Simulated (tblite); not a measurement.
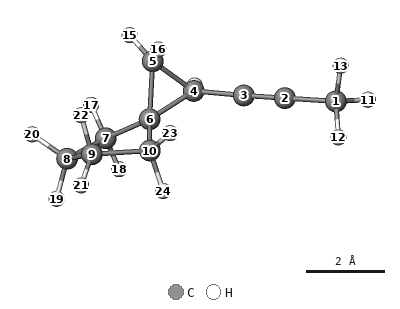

Starting structure of C10H14. The picture is a ball-and-stick view, seen from a free direction.

Computed with GFN2-xTB geometry optimisation, gas phase (tblite 0.8.0).

```xyz
24

C     4.2842   -0.3302    0.8938
C     2.9976   -0.2684    0.1594
C     1.9583   -0.2310   -0.4521
C     0.7012   -0.1700   -1.2325
C    -0.0406    1.1334   -1.1563
C    -0.5577   -0.1077   -0.4671
C    -1.8486   -0.6599   -1.0286
C    -2.8802   -0.2319    0.0078
C    -2.1340    0.4316    1.1347
C    -0.6926   -0.0556    1.0149
H     5.0342   -0.9427    0.3316
H     4.1233   -0.7645    1.8850
H     4.7151    0.7115    0.9250
H     0.6846   -0.6778   -2.2250
H    -0.4626    1.4842   -2.1083
H     0.2659    1.9210   -0.4308
H    -2.0037   -0.1860   -2.0077
H    -1.7987   -1.7680   -1.1302
H    -3.4573   -1.1153    0.3344
H    -3.5721    0.4682   -0.5019
H    -2.5804    0.2559    2.1167
H    -2.0805    1.5399    0.9009
H     0.0057    0.6433    1.5511
H    -0.6729   -1.0600    1.4928
```

What does the optimiser find from here?

Over 141 geometry steps the energy falls by 56.6 kJ/mol. The largest move after the best rigid fit is that of H20, 1.43 Å. By element the largest moves are H 1.43 Å, C 0.62 Å. Among the contacts that change: C3–C4 1.481 → 1.429 Å, C1–H13 1.128 → 1.090 Å, C4–C6 1.475 → 1.512 Å, C1–C2 1.483 → 1.447 Å. Bond angles that change, for instance: C4–C6–C10 126.5° → 120.2°, C6–C5–H16 112.2° → 118.3°, C7–C8–H20 106.7° → 112.6°. Groups turn about C6–C7 by about 55°, C7–C8 by about 40°, C6–C10 by about 40°.

Final geometry:

```xyz
24

C     4.0132   -0.6106    1.0493
C     2.8334   -0.4381    0.2286
C     1.8636   -0.3013   -0.4650
C     0.6923   -0.1362   -1.2664
C     0.1488    1.2511   -1.5130
C    -0.6020    0.3096   -0.6248
C    -1.9294   -0.2840   -1.0761
C    -2.5978   -0.7416    0.2198
C    -2.1494    0.3113    1.2298
C    -0.6758    0.5287    0.8809
H     4.7188   -1.2783    0.5545
H     3.7392   -1.0398    2.0134
H     4.4973    0.3517    1.2168
H     0.6210   -0.8455   -2.0848
H    -0.2504    1.4687   -2.4936
H     0.6723    2.0788   -1.0572
H    -2.5366    0.4884   -1.5559
H    -1.8008   -1.1006   -1.7871
H    -2.2101   -1.7188    0.5119
H    -3.6810   -0.8100    0.1309
H    -2.2914   -0.0072    2.2616
H    -2.7114    1.2339    1.0732
H    -0.3233    1.5192    1.1685
H    -0.0525   -0.2093    1.3923
```

After the run, drawn alike:

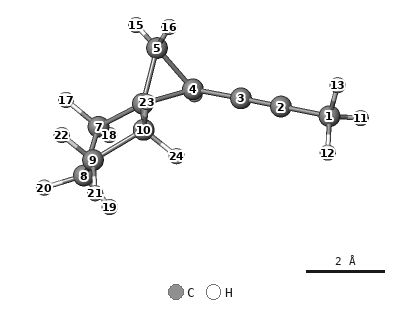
